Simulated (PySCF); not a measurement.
C₂H₁₁FOSi₃ (SMILES FC([SiH3])([SiH3])CO[SiH3])

Input

```
{"job": {"kind": "uv", "xc": "PBE0", "basis": "def2-SVPD", "nstates": 8, "ntriplets": 3}, "charge": 0, "multiplicity": 1}
F     -1.361818    -0.686666    -2.022274
C     -0.896647    -0.268077    -0.753962
Si    -1.996326     1.208318    -0.225323
Si    -0.919601    -1.790136     0.425487
C      0.562850     0.122792    -0.909754
O      1.161775    -0.068989     0.336010
Si     2.564444     0.550927     0.874170
H     -1.890188     2.239399    -1.260698
H     -1.491307     1.709953     1.051720
H     -3.372171     0.731285    -0.114542
H     -0.819403    -1.343836     1.810449
H     -2.213307    -2.436134     0.189170
H      0.156360    -2.705454     0.053958
H      0.697802     1.158721    -1.246093
H      1.038028    -0.532049    -1.653002
H      2.537695     0.027239     2.228867
H      2.532436     2.015101     0.796011
H      3.700618     0.073925     0.078974
```

Command:

```sh
OMP_NUM_THREADS=1 python probes_run.py task.json out
```

Geometry: GFN2-xTB.

These are results of PySCF, PBE0/def2-SVPD, SCF density, gas phase, not measurements.

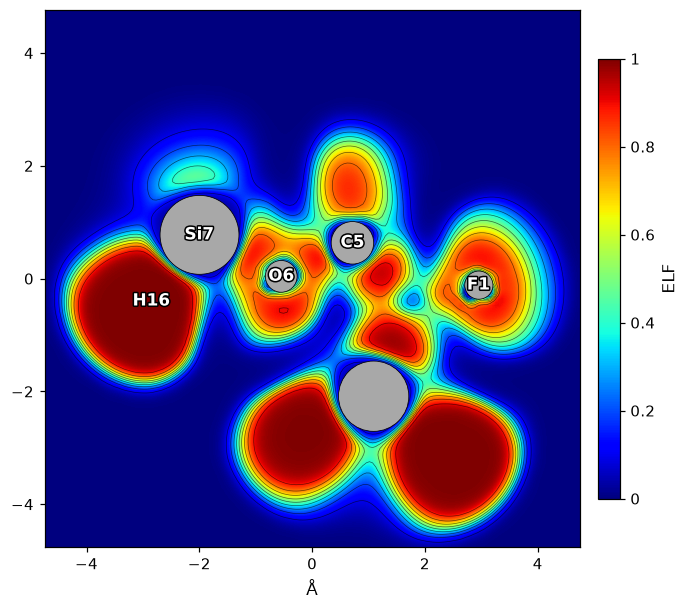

Figure 1. Electron localisation function on the plane of atoms C5, O6 and Si7. Grey discs cover the atomic cores.

> What does the map show?

The plane passes through F, C, O, Si and H nuclei.
C–O (1.40 Å): the ELF peaks at about 0.90 between the atoms (a shared but strongly polarised pair).
Si–O (1.63 Å): the ELF peaks at about 0.90 between the atoms, as expected for a short, strongly polar bond.
Si–H (1.45 Å): the ELF climbs to about 1 towards the hydrogen, as it does in any bond to H.
The ELF also peaks beside F1, away from the bonds: lone-pair regions.

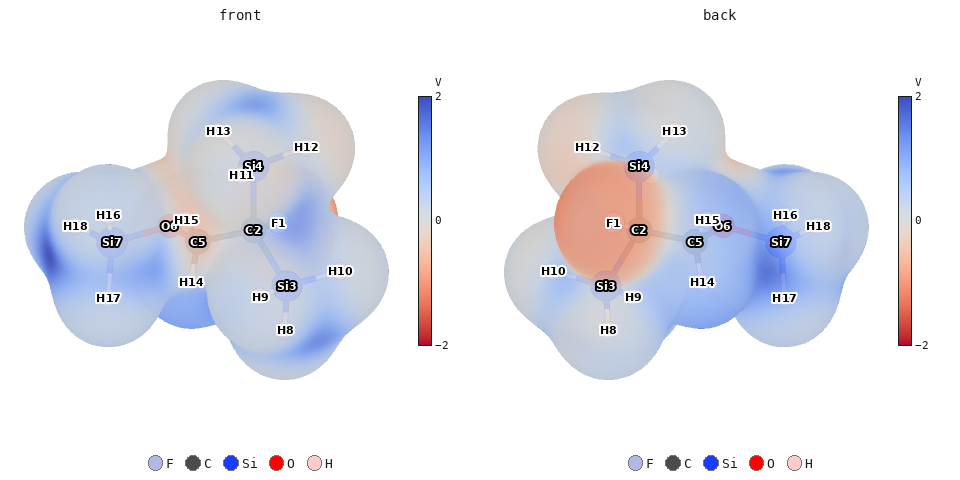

Figure 2. The molecular electrostatic potential painted on the density surface at 0.002 e/bohr³, seen from the front and from behind; red is negative and blue positive.

> Describe the electrostatic potential map.

The most negative region (about −1.0 V) lies over F1, the most positive (about +1.8 V) over Si7.
